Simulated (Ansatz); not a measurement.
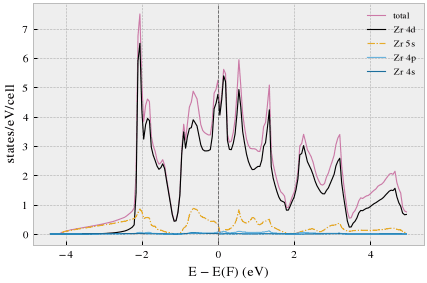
Fig. 1. Total and projected density of states of Zr (diamond, Fd-3m), PBEsol in the plane-wave PAW code Ansatz

Question: Which orbitals carry the states next to the Fermi level?

Answer: Within 0.5 eV of the Fermi level: Zr 4d 89 %, Zr 5s 9 %. Projections are on Löwdin-orthogonalised atomic valence shells; empty p or d shells of many metals are not among them.

Question: Where is the tallest occupied peak in this window, and what makes it?

Answer: Near -2.0 eV, about 7.5 states/eV per cell; the largest projected share is Zr 4d.

The start of the workflow was typed in or built on a structure type; neither database checked (COD, Materials Project) lists it. It is not the phase usual at ambient conditions (space group No. 194). The cell was relaxed with PBEsol under the symmetry of its start; its stability against distortions is not shown here. No spin polarisation was allowed. The volume moved by -22 % from the start of the relaxation. Spin–orbit coupling is left out wherever it is not named.

Potentials: the earlier of the program's two PAW sets. The files were generated under PBE; for other functionals the program regenerates the frozen cores, and for LDA and PBEsol the local potential too.
